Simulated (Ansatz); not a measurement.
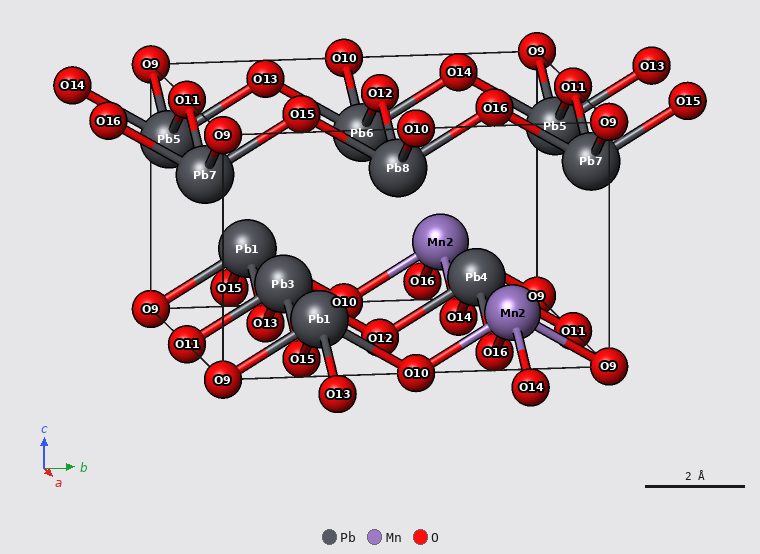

Figure 1. The input geometry (ball-and-stick view of the cell of the calculation, seen slightly off an axis; bonded neighbours outside the cell are drawn too; atoms are numbered from 1 in the order of the input).

# Run report: MnPb$_{7}$O$_{8}$, single-point calculation

MnPb$_{7}$O$_{8}$ (defect cell, 16 atoms in the cell), computed with DFT, PBE+U, PAW, plane waves, scalar-relativistic, Ueff = 3.9 eV on Mn d, spin-polarised (Ansatz 0.2.0).

It belongs to a series of runs on one base structure; here: as the lowest typed start, standard search for lower states. Figures and captions count atoms from 1; the log counts them from 0 in places.

## The input
```yaml
crystal:
  lattice:
    - [8.0078, 0.0, 0.0]
    - [0.0, 8.0078, 0.0]
    - [0.0, 0.0, 5.0712]
  atoms:
    - { symbol: Pb, position: [0.0, 0.25, 0.2336] }
    - { symbol: Mn, position: [0.0, 0.75, 0.2336], spin: 4.5 }
    - { symbol: Pb, position: [0.5, 0.25, 0.2336] }
    - { symbol: Pb, position: [0.5, 0.75, 0.2336] }
    - { symbol: Pb, position: [0.25, 0.0, 0.7664] }
    - { symbol: Pb, position: [0.25, 0.5, 0.7664] }
    - { symbol: Pb, position: [0.75, 0.0, 0.7664] }
    - { symbol: Pb, position: [0.75, 0.5, 0.7664] }
    - { symbol: O, position: [0.0, 0.0, 0.0] }
    - { symbol: O, position: [0.0, 0.5, 0.0] }
    - { symbol: O, position: [0.5, 0.0, 0.0] }
    - { symbol: O, position: [0.5, 0.5, 0.0] }
    - { symbol: O, position: [0.25, 0.25, 0.0] }
    - { symbol: O, position: [0.25, 0.75, 0.0] }
    - { symbol: O, position: [0.75, 0.25, 0.0] }
    - { symbol: O, position: [0.75, 0.75, 0.0] }
magnetization:
  spin_polarized: true
hamiltonian:
  xc: pbe
  pseudopotentials: { kind: paw }
  hubbard: { sites: [{ species: Mn, l: d, u_eff: 3.9 }] }
basis:
  ecutwfc: 420
kpoints:
  mp_grid: { grid: [2, 2, 2] }
scf:
  occupations: { method: gaussian, width: 0.02 }
  lower_state_search: standard
output:
  forces: true
  stress: true
```

Hardware: 4 threads of Arm Neoverse V2, 24 GiB of memory available, shared host.

Run as:
```bash
ansatz run input.yaml --threads 4 --pin off --max-ram 9216MiB --backend cpu --events-out ev --progress --plain --runs-dir out
```

## Output
```
Pb: projections on atomic orbitals take those of the free atom [Xe 4f14] 5d10 6s2 6p2, of charge +0.00 (hamiltonian.pseudopotentials.projection_atoms); the dataset's partial waves leave at most 2.1e-5 of an orbital's norm unspanned inside its sphere
Mn: projections on atomic orbitals take those of the free atom [Ne] 3s2 3p6 3d5 4s2, of charge +0.00 (hamiltonian.pseudopotentials.projection_atoms); the dataset's partial waves leave at most 9.0e-7 of an orbital's norm unspanned inside its sphere
O: projections on atomic orbitals take those of the free atom [He] 2s2 2p4, of charge +0.00 (hamiltonian.pseudopotentials.projection_atoms); the dataset's partial waves leave at most 1.9e-8 of an orbital's norm unspanned inside its sphere
the run goes by scf.lower_state_search standard: where its kind and settings allow, a search for a lower-energy state can add stability tests and further SCF calculations, which can take several times, in some runs tens of times, as long as the SCF (see the manual's entry of the key); [...]
Engine: ansatz 0.2.0, aarch64-unknown-linux-gnu
Pseudopotentials: kind: paw
Pseudopotential: Pb, paw, valence charge 14, recommended cutoff 420 eV (normal), Pb.paw.azcp
Pseudopotential: Mn, paw, valence charge 15, recommended cutoff 420 eV (normal), Mn.paw.azcp
Pseudopotential: O, paw, valence charge 6, recommended cutoff 420 eV (normal), O.paw.azcp
Functional definition: PBE
  parameter kappa = 0.804
  parameter beta = 0.06672455060314922
  exchange = pbe_x(kappa = kappa, mu = beta*pi^2/3)
  correlation = pbe_c(beta = beta)
Crystal: 16 atoms, lattice volume = 325.190 Å³
Basis set: ecut = 420 eV, 6353 PW (Γ), exchange–correlation on 108×108×72 points (8 copies of the dense FFT grid, shifted against one another)
Bands: 100, of which v1, the nominal top of the filled ones, is band 81 counted from 1 (80 counted from 0)
Symmetry: 8 space group operations
Space group: P4mm (ITA 99), of the structure as read, at distance tolerance 6.9e-5 Å
Magnetic group: BNS 99.163 (UNI 823), of the structure as read, at distance tolerance 6.9e-5 Å
k-points: 6 of 8
Non-local potential: Pb, projectors of the file, l = 0: 2, l = 1: 2, l = 2: 2, l = 3: 2
Non-local potential: Mn, projectors of the file, l = 0: 3, l = 1: 2, l = 2: 3, l = 3: 1
Non-local potential: O, projectors of the file, l = 0: 2, l = 1: 2, l = 2: 1
PAW form: soft (Blöchl's): semilocal exchange-correlation on the pseudo side does not see the compensation charge
PAW one-centre angular grid: Pb, 590 points (default); XC on 64 Gauss nodes
PAW one-centre angular grid: Mn, 590 points (default); XC on 64 Gauss nodes
PAW one-centre angular grid: O, 110 points (default); XC on 64 Gauss nodes
Initial density: superposition of atomic densities (chi_scale 0.1, normalization cell, long waves kept (reshape's long-wave potential 0.45 eV rms))
Starting moments: Σ|m| = 4.5 μB on 1 of 16 sites
Initial wavefunctions: pseudopotential atomic-orbital guess
Functional: x = pbe(κ = 0.804, μ = 0.2195149727645171), c = pbe(β = 0.06672455060314922)
SCF iter   1: F=—  HF=-91795.976290 eV  |F-HF|=—  |Δ(HF+E_count)|=         —  Δρ=2.13e-1 (↑4.57e-2 ↓2.13e-1)  dr2=3.26e2  dr2_m=2.25e1  M=0.413 μB ∫|m|=0.527 μB  β_m=0.30  ethr=3.10e-3  ⟨swp⟩=7.0  Hψ=5107  notcnv=0  defer=21
preconditioner: auto → Kerker (q_TF=auto, 2.427 Å⁻¹)  [metal: Δε(μ)=0.019 eV  Ē_g=14.645 eV  σ=0.020 eV  W_gap=0.48  n_scr=70 (ndim 8)  ℏωp=25.5 eV  f_vac=0.001  D(μ)=18.18/eV (n_scr^D=180)]
spin=Collinear: Kerker preconditioning applied to the charge; magnetization (m = ρ↑ − ρ↓) channel mixes plain (no charge-response kernel on spin).
SCF iter   2: F=—  HF=-91782.604450 eV  |F-HF|=—  |Δ(HF+E_count)|=    1.34e1  Δρ=6.11e-2 (↑3.99e-2 ↓6.11e-2)  dr2=2.13e1  dr2_m=1.27e0  M=5.000 μB ∫|m|=5.022 μB  β_m=1.00  ethr=3.10e-3  ⟨swp⟩=4.4  Hψ=3555  notcnv=0  defer=151
preconditioner: auto → Resta (q_TF=auto, 2.427 Å⁻¹)  ε∞=3.8  [insulator: Δε(μ)=0.461 eV  Ē_g=15.188 eV  σ=0.020 eV  W_gap=1.00  n_scr=70 (ndim 8)  ℏωp=25.5 eV  f_vac=0.002  D(μ)=0.00/eV (n_scr^D=0)  ε∞_Penn≈3.8]
spin=Collinear: Resta preconditioning applied to the charge; magnetization (m = ρ↑ − ρ↓) channel mixes plain (no charge-response kernel on spin).
SCF iter   3: F=—  HF=-91778.767397 eV  |F-HF|=—  |Δ(HF+E_count)|=    3.84e0  Δρ=3.05e-2 (↑1.81e-2 ↓3.05e-2)  dr2=5.35e0  dr2_m=2.06e-1  M=5.000 μB ∫|m|=5.099 μB  β_m=1.00  ethr=3.10e-3  ⟨swp⟩=3.1  Hψ=2665  notcnv=0  defer=144
SCF iter   4: F=—  HF=-91777.952573 eV  |F-HF|=—  |Δ(HF+E_count)|=   8.15e-1  Δρ=1.09e-2 (↑8.72e-3 ↓1.09e-2)  dr2=5.50e-1  dr2_m=1.26e-1  M=5.000 μB ∫|m|=5.088 μB  β_m=0.30  ethr=3.10e-3  ⟨swp⟩=3.0  Hψ=2467  notcnv=0  defer=140
Mixer restart at iter 4: flushing history
spin-set hold released at iteration 4 (site moments contracting): the magnetisation degrees of freedom join the quasi-Newton model from the next iteration; the mixer history was flushed
SCF iter   5: F=—  HF=-91778.349408 eV  |F-HF|=—  |Δ(HF+E_count)|=   3.97e-1  Δρ=8.10e-3 (↑6.55e-3 ↓8.10e-3)  dr2=3.15e-1  dr2_m=8.17e-2  M=5.000 μB ∫|m|=5.089 μB  β_m=0.65  ethr=3.42e-4  ⟨swp⟩=2.8  Hψ=1950  notcnv=0  defer=140
SCF iter   6: F=—  HF=-91778.823531 eV  |F-HF|=—  |Δ(HF+E_count)|=   4.74e-1  Δρ=3.71e-3 (↑3.71e-3 ↓3.40e-3)  dr2=1.38e-1  dr2_m=1.32e-3  M=5.000 μB ∫|m|=5.107 μB  β_m=0.55  ethr=1.95e-4  ⟨swp⟩=3.9  Hψ=2284  notcnv=0  defer=140
SCF iter   7: F=—  HF=-91778.801939 eV  |F-HF|=—  |Δ(HF+E_count)|=   2.16e-2  Δρ=7.79e-4 (↑7.38e-4 ↓7.79e-4)  dr2=8.43e-3  dr2_m=3.36e-4  M=5.000 μB ∫|m|=5.104 μB  β_m=0.65  ethr=8.58e-5  ⟨swp⟩=3.3  Hψ=1825  notcnv=0  defer=137
SCF iter   8: F=—  HF=-91778.807134 eV  |F-HF|=—  |Δ(HF+E_count)|=   5.20e-3  Δρ=5.06e-4 (↑5.06e-4 ↓5.04e-4)  dr2=4.08e-3  dr2_m=8.20e-6  M=5.000 μB ∫|m|=5.105 μB  β_m=0.63  ethr=5.24e-6  ⟨swp⟩=2.6  Hψ=1596  notcnv=0  defer=137
SCF iter   9: F=—  HF=-91778.808039 eV  |F-HF|=—  |Δ(HF+E_count)|=   9.04e-4  Δρ=2.16e-4 (↑2.12e-4 ↓2.16e-4)  dr2=7.33e-4  dr2_m=3.75e-6  M=5.000 μB ∫|m|=5.106 μB  β_m=0.70  ethr=2.53e-6  ⟨swp⟩=2.5  Hψ=2090  notcnv=0  defer=137
SCF iter  10: F=—  HF=-91778.808669 eV  |F-HF|=—  |Δ(HF+E_count)|=   6.30e-4  Δρ=6.80e-5 (↑6.80e-5 ↓5.25e-5)  dr2=5.76e-5  dr2_m=2.81e-6  M=5.000 μB ∫|m|=5.106 μB  β_m=0.85  ethr=4.55e-7  ⟨swp⟩=2.0  Hψ=1509  notcnv=0  defer=137
SCF iter  11: F=—  HF=-91778.808790 eV  |F-HF|=—  |Δ(HF+E_count)|=   1.22e-4  Δρ=2.37e-5 (↑2.37e-5 ↓1.36e-5)  dr2=4.65e-6  dr2_m=1.74e-7  M=5.000 μB ∫|m|=5.107 μB  β_m=0.79  ethr=3.58e-8  ⟨swp⟩=2.0  Hψ=2110  notcnv=0  defer=137
SCF iter  12: F=—  HF=-91778.808795 eV  |F-HF|=—  |Δ(HF+E_count)|=   5.14e-6  Δρ=1.19e-5 (↑1.19e-5 ↓6.64e-6)  dr2=8.49e-7  dr2_m=3.65e-8  M=5.000 μB ∫|m|=5.107 μB  β_m=0.85  ethr=2.89e-9  ⟨swp⟩=2.0  Hψ=2044  notcnv=0  defer=137
SCF iter  13: F=—  HF=-91778.808796 eV  |F-HF|=—  |Δ(HF+E_count)|=   1.01e-6  Δρ=2.67e-6 (↑2.46e-6 ↓2.67e-6)  dr2=1.03e-7  dr2_m=5.68e-10  M=5.000 μB ∫|m|=5.107 μB  β_m=0.85  ethr=5.28e-10  ⟨swp⟩=2.0  Hψ=2042  notcnv=0  defer=137
SCF iter  14: F=-91778.808797 eV  HF=-91778.808797 eV  |F-HF|=1.17e-8  |Δ(HF+E_count)|=   1.45e-7  Δρ=7.97e-7 (↑7.97e-7 ↓7.03e-7)  dr2=9.52e-9  dr2_m=1.00e-10  M=5.000 μB ∫|m|=5.107 μB  ethr=6.21e-11  ⟨swp⟩=4.0  Hψ=3443  notcnv=0
SCF 1 converged in 14 iterations: F = -91778.808797 eV  dr2 = 9.52e-9
  greatest PAW one-centre occupation: 1.003 electrons in one spin orbital (limit 2), on the Mn atom at site 1 (counted from 0), in its partial waves of l = 1
```

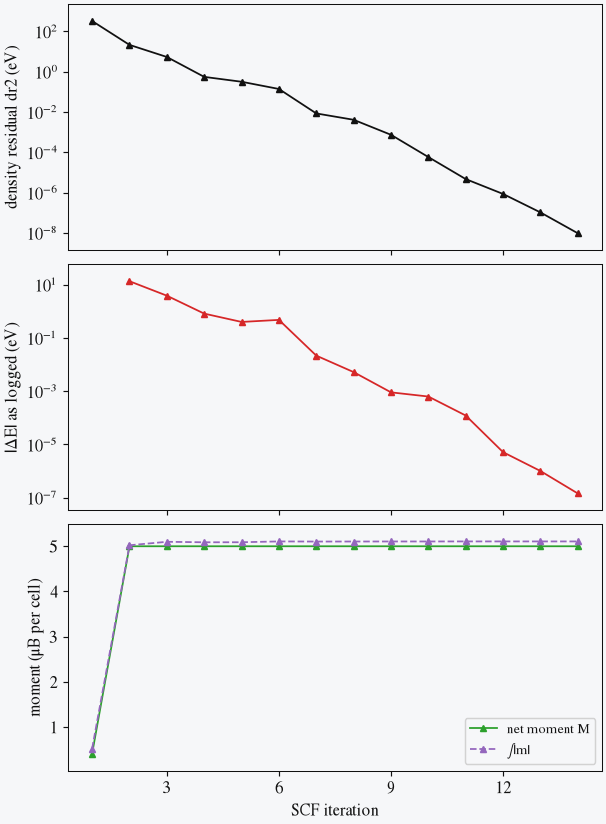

Figure 2. Convergence of the self-consistent field: density residual dr2, size of the energy change and magnetic moment against the SCF iteration. The residual falls at every step. The net moment goes from 0.4 to 5.0 μB per cell.

```
SCF converged after 14 iterations
Magnetization: 5.0000 μB (83.0000 up, 78.0000 down)
Absolute magnetization: 5.1119 μB (∫|ρ↑−ρ↓|, with the PAW one-centre terms)
Spin contamination: 0.0346 ħ² per cell (⟨S²⟩ above its minimum at these occupations)
Per-site moments (μB) at R_I (Å): [(0.0011338322039517528, 0.9595531639779387), (4.35779820213846, 0.9595531639779387), (-7.51224966059357e-5, 0.9595531639779387), (0.0011338322039516867, 0.9595531639779387), (0.0008977303500922013, 0.9595531639779387), (0.0008977303500922484, 0.9595531639779387), (0.0008977303500921274, 0.9595531639779387), (0.0008977303500923449, 0.9595531639779387), (0.001611251380286483, 0.9595531639779387), (0.0016112513802867261, 0.9595531639779387), (0.0004506670687790059, 0.9595531639779387), (0.000450667068779327, 0.9595531639779387), (0.00045066706877909746, 0.9595531639779387), (0.0016112513802862714, 0.9595531639779387), (0.0004506670687792519, 0.9595531639779387), (0.0016112513802864598, 0.9595531639779387)]
Free energy (F): -91778.808797 eV
Harris-Foulkes:  -91778.808797 eV  (|F-HF|=1.17e-8)
Internal energy: -91778.808797 eV  (E = F + TS)
E sigma→0 (E₀):  -91778.808797 eV
Fermi energy:    8.136626 eV
--- Per-component energies (eV) ---
  E_band       = -811.394743
  E_kinetic    = 3711.130525
  E_local      = -14290.219826  (includes V_loc(G=0)·N_el)
  E_nonlocal   = 3095.886021
  E_hartree    = 5721.846713
  E_xc         = -2239.878644
  E_vxc        = -1813.475330  (∫ρ·V_xc dr)
  E_hubbard    = 0.417903  (on-site DFT+U / exact-exchange correction)
  E_vhub       = -9.251895  (the Hubbard potential's part of the band-sum identity)
  E_paw        = -75418.206015  (= ΣΔE_a)
  E_vpaw       = -2949.175806  (= ΣTr[D̂ρ^β])
  E_aug_tail   = 0.019308  (compensation charges beyond the density's cutoff)
  E_ewald      = -12359.804780
  E_smearing   = -0.000000  (= −TS)
  E_closure    = -0.000000  (closes the sum)
  Σ components = -91778.808797   (vs F -91778.808797, Δ=0.00e0)
--- Forces (eV/Å), atoms counted from 1 ---
  atom   1  Pb     0.00000000     0.00000000     0.14206555
  atom   2  Mn    -0.00000000     0.00000000    -3.10606324
  atom   3  Pb    -0.00000000     0.00000000     0.17919450
  atom   4  Pb     0.00000000     0.00000000     0.14206555
  atom   5  Pb    -0.24316651    -0.24316651     0.07606874
  atom   6  Pb    -0.24316651     0.24316651     0.07606874
  atom   7  Pb     0.24316651    -0.24316651     0.07606874
  atom   8  Pb     0.24316651     0.24316651     0.07606874
  atom   9  O     -0.00000000    -0.51008256     0.67746168
  atom  10  O     -0.00000000     0.51008256     0.67746168
  atom  11  O      0.00000000     0.12125213    -0.09283623
  atom  12  O      0.00000000    -0.12125213    -0.09283623
  atom  13  O      0.12125213     0.00000000    -0.09283623
  atom  14  O     -0.51008256     0.00000000     0.67746168
  atom  15  O     -0.12125213     0.00000000    -0.09283623
  atom  16  O      0.51008256     0.00000000     0.67746168
  max |Σ_I F_I| component: 3.91e-5 eV/Å
--- Stress (GPa, compression-positive) ---
        0.874001       0.000000      -0.000000
        0.000000       0.874001       0.000000
       -0.000000       0.000000      -0.641297
  P = ⅓ Tr σ = 0.3689 GPa (3.689 kbar)
Occupation matrices written to [file]
```

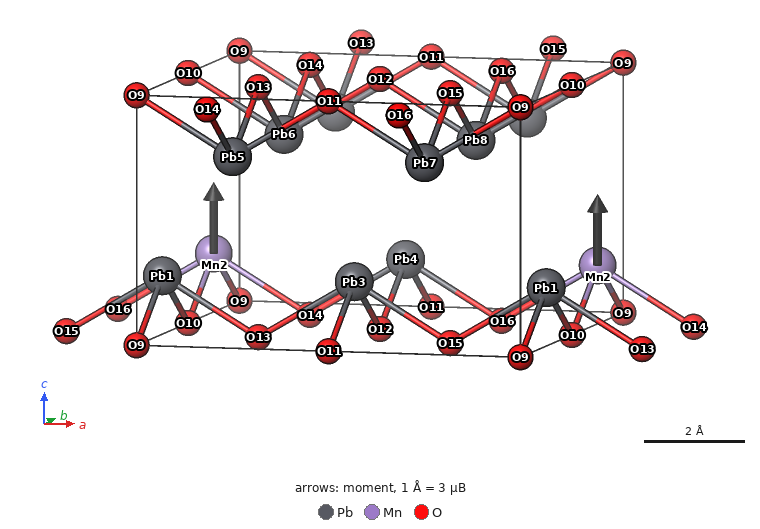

Figure 3. Magnetic moments of the sites as black arrows (ball-and-stick view of the cell of the calculation, seen slightly off an axis; bonded neighbours outside the cell are drawn too; atoms are numbered from 1 in the order of the input); small moments hardly show. The run is collinear, so the axis drawn is arbitrary. Site moments: Mn2 (4.36 μB). They are counted near the atoms and needn't add up to the moment of the cell.

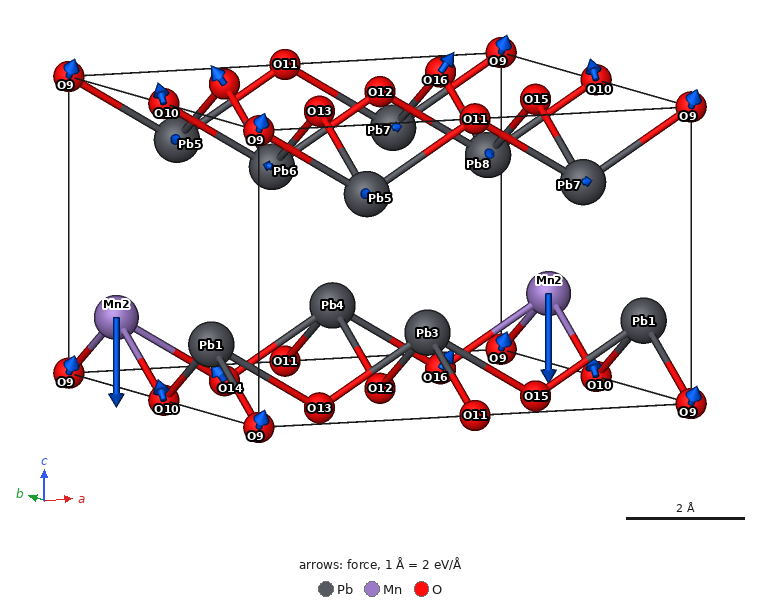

Figure 4. Forces on the atoms as blue arrows (ball-and-stick view of the cell of the calculation, seen slightly off an axis; atoms are numbered from 1 in the order of the input); the smallest are left out. The largest act on Mn2 (3.11 eV/Å). 

## Key numbers

- outcome: converged
- electrons treated: 161
- free energy: −91778.8088 eV
- Fermi energy: 8.137 eV
- net moment of the cell: 5.00 μB
- integrated absolute moment: 5.11 μB
- pressure: 0.37 GPa
- largest force (length of the vector): 3.106 eV/Å
- wall time: 11 s (CPU time 40 s)
- peak memory: 1.3 GiB

## Remarks

Spin–orbit coupling is left out, which matters for Pb. The k-point mesh is coarse for a cell of this size, so the results may not be converged.
